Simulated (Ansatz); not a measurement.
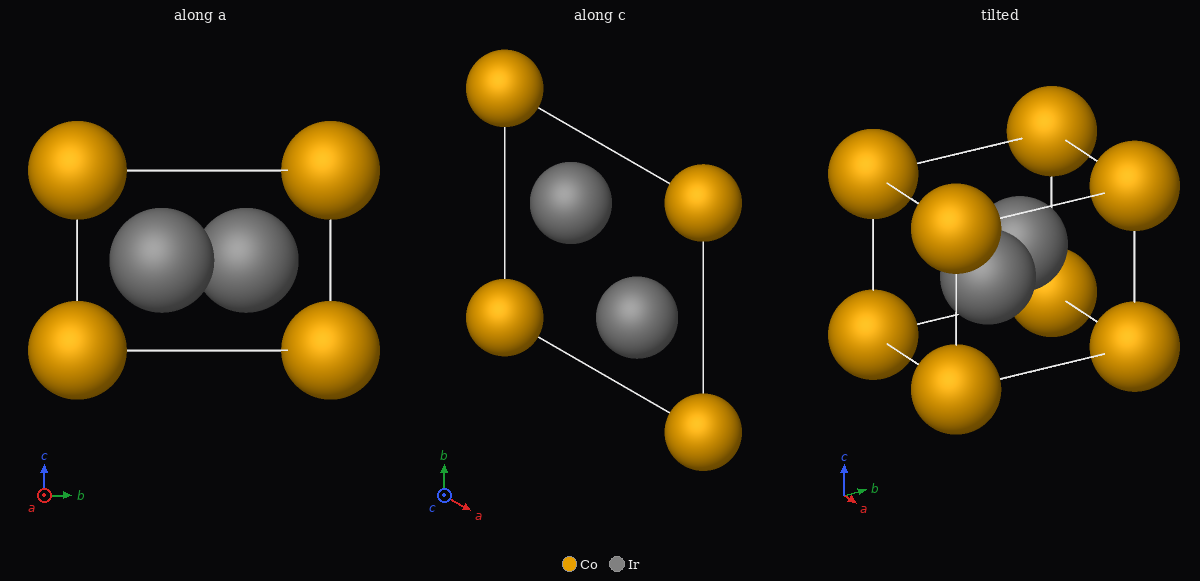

The crystal in a spheres-only representation, seen along the a axis, along the c axis and slightly off an axis. The edges of the conventional unit cell are marked.

### Which compound is drawn?

CoIr2. The cell holds 1 Co, 2 Ir, counting shared atoms by their share.

### Which of the Bravais lattices applies?

Primitive hexagonal.

### State the space group and its number.

P6/mmm (No. 191), with Co on 1a and Ir on 2d.

### Structure type?

AlB₂ type.

The cell started as a textbook structure type filled with these elements (whether it is the usual form wasn't checked). Relaxation method: Ansatz, DFT PBE, scalar-relativistic, plane waves, PAW.
